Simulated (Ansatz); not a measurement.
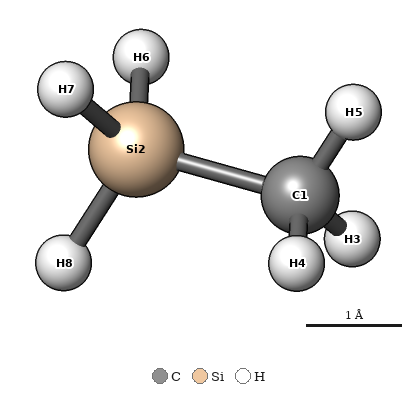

The input geometry of run A (ball-and-stick view, seen at a tilt; atoms are numbered from 1 in the order of the input). Bond lengths as drawn: C–H 1.09 Å, C–Si 1.87 Å and H–Si 1.49 Å.

## What a change does: single-point calculation on CH₆Si

System: CH₆Si.
Method of run A: RHF-CCSD(T), frozen core/def2-TZVPPD (Ansatz 0.2.0).

The geometry comes from this level: PBE0-D4/def2-TZVP. Text and figures count atoms from 1; the logs count them from 0 in places.

Input, run A:
```yaml
crystal:
  periodic: [false, false, false]
  atoms:
    - {symbol: C, position_ang: [0.032113, -0.852754, 0.746446]}
    - {symbol: Si, position_ang: [-0.094886, 1.012142, 0.689185]}
    - {symbol: H, position_ang: [-0.937982, -1.313874, 0.548349]}
    - {symbol: H, position_ang: [0.373124, -1.187284, 1.728570]}
    - {symbol: H, position_ang: [0.739389, -1.216677, -0.001709]}
    - {symbol: H, position_ang: [-0.567210, 1.467427, -0.647051]}
    - {symbol: H, position_ang: [1.228780, 1.639545, 0.950525]}
    - {symbol: H, position_ang: [-1.055556, 1.506967, 1.712030]}
basis:
  gaussian: {orbitals: "def2-TZVPPD.json"}
correlation: {method: ccsd_t}
```

Hardware: 2 CPU threads, shared host.

Output (run A):
```
Functional definition: HF
  exchange = exact_x
  correlation = 0
1025 factors; integrals over basis functions are off by at most 1.2e-3 eV
mean field evaluation 1: about -8986.7326 eV, gradient 2.4e1 eV
mean field evaluation 2: about -8986.7328 eV, gradient 2.4e1 eV
mean field evaluation 4: about -8988.4832 eV, gradient 2.4e0 eV
mean field evaluation 8: about -8988.5098 eV, gradient 3.6e-4 eV
mean field evaluation 16: about -8988.5093 eV, gradient 2.6e-1 eV
mean field -8988.50976076 eV, -330.3216410770 hartree, gradient 2.3e-6 eV, S^2 0.000000; 0 other end points of the search recorded, 0 dependent functions left out
6 core orbitals not correlated: weight in the atoms' cores, before any rotation towards them, 1.000 or more for the frozen orbitals, at most 0.000 for the correlated occupied ones
reference -8988.50976076 eV, -330.3216410770 hartree; 7, 7 occupied and 174, 174 virtual orbitals, 1025 factors
second order -8.68922606 eV of doubles, -0.00000000 eV of singles
cycle   1  -9.44000738 eV  change   -7.5e-1 eV  update   6.4e-2
cycle   2  -9.73572783 eV  change   -3.0e-1 eV  update   2.0e-2
cycle   3  -9.75895777 eV  change   -2.3e-2 eV  update   5.9e-3
cycle   4  -9.75701491 eV  change    1.9e-3 eV  update   1.9e-3
cycle   5  -9.75664158 eV  change    3.7e-4 eV  update   5.3e-4
cycle   6  -9.75657742 eV  change    6.4e-5 eV  update   1.7e-4
cycle   7  -9.75658214 eV  change   -4.7e-6 eV  update   4.5e-5
cycle   8  -9.75658915 eV  change   -7.0e-6 eV  update   1.4e-5
perturbative correction -0.31203856 eV, -0.0114672057 hartree
Total energy: -8998.57838846 eV, -330.6916563206 hartree
```

The input of run B differs as follows (lines with − go, lines with + come):
```diff
-    - {symbol: C, position_ang: [0.032113, -0.852754, 0.746446]}
-    - {symbol: Si, position_ang: [-0.094886, 1.012142, 0.689185]}
-    - {symbol: H, position_ang: [-0.937982, -1.313874, 0.548349]}
-    - {symbol: H, position_ang: [0.373124, -1.187284, 1.728570]}
-    - {symbol: H, position_ang: [0.739389, -1.216677, -0.001709]}
-    - {symbol: H, position_ang: [-0.567210, 1.467427, -0.647051]}
-    - {symbol: H, position_ang: [1.228780, 1.639545, 0.950525]}
-    - {symbol: H, position_ang: [-1.055556, 1.506967, 1.712030]}
+    - {symbol: C, position_ang: [0.031999, -0.852351, 0.746441]}
+    - {symbol: Si, position_ang: [-0.095448, 1.012787, 0.688203]}
+    - {symbol: H, position_ang: [-0.938223, -1.313557, 0.549218]}
+    - {symbol: H, position_ang: [0.373820, -1.187293, 1.728198]}
+    - {symbol: H, position_ang: [0.739190, -1.216421, -0.001945]}
+    - {symbol: H, position_ang: [-0.566906, 1.466862, -0.648433]}
+    - {symbol: H, position_ang: [1.228465, 1.638925, 0.951965]}
+    - {symbol: H, position_ang: [-1.055124, 1.506541, 1.712700]}
```

What does this change do to the results?

The energy is the same within 0.01 kcal/mol.

Output (run B):
```
Functional definition: HF
  exchange = exact_x
  correlation = 0
1025 factors; integrals over basis functions are off by at most 1.1e-3 eV
mean field evaluation 1: about -8986.7315 eV, gradient 2.4e1 eV
mean field evaluation 2: about -8986.7317 eV, gradient 2.4e1 eV
mean field evaluation 4: about -8988.4833 eV, gradient 2.4e0 eV
mean field evaluation 8: about -8988.5098 eV, gradient 3.6e-4 eV
mean field evaluation 16: about -8988.5093 eV, gradient 2.6e-1 eV
mean field -8988.50981221 eV, -330.3216429681 hartree, gradient 2.3e-6 eV, S^2 0.000000; 0 other end points of the search recorded, 0 dependent functions left out
6 core orbitals not correlated: weight in the atoms' cores, before any rotation towards them, 1.000 or more for the frozen orbitals, at most 0.000 for the correlated occupied ones
reference -8988.50981221 eV, -330.3216429681 hartree; 7, 7 occupied and 174, 174 virtual orbitals, 1025 factors
second order -8.68923527 eV of doubles, -0.00000000 eV of singles
cycle   1  -9.44000464 eV  change   -7.5e-1 eV  update   6.4e-2
cycle   2  -9.73575014 eV  change   -3.0e-1 eV  update   2.0e-2
cycle   3  -9.75898932 eV  change   -2.3e-2 eV  update   5.9e-3
cycle   4  -9.75704772 eV  change    1.9e-3 eV  update   1.9e-3
cycle   5  -9.75667475 eV  change    3.7e-4 eV  update   5.3e-4
cycle   6  -9.75661034 eV  change    6.4e-5 eV  update   1.7e-4
cycle   7  -9.75661510 eV  change   -4.8e-6 eV  update   4.5e-5
cycle   8  -9.75662205 eV  change   -7.0e-6 eV  update   1.4e-5
perturbative correction -0.31205223 eV, -0.0114677080 hartree
Total energy: -8998.57848650 eV, -330.6916599233 hartree
```

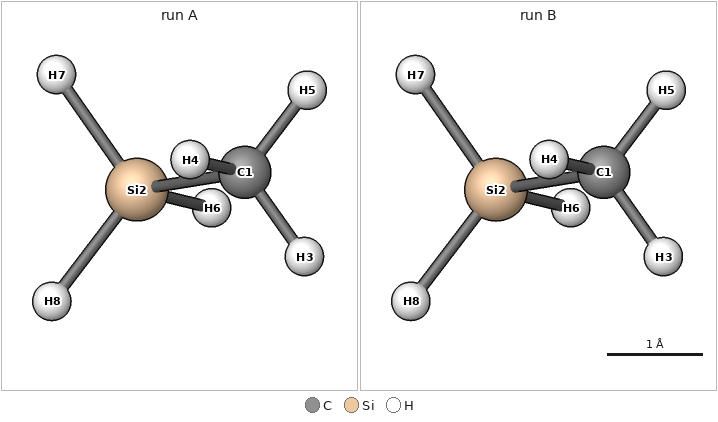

The two input geometries at one scale (ball-and-stick view, seen at a tilt). The atoms keep their places after the best rigid fit (all moves are under 0.005 Å).

The two runs side by side:

| quantity | run A | run B |
| --- | --- | --- |
| outcome | converged | converged |
| total energy (hartree) | −330.691656 | −330.691660 |
| basis functions | 187 | 187 |
| wall time (shared host) | 9 s | 11 s |
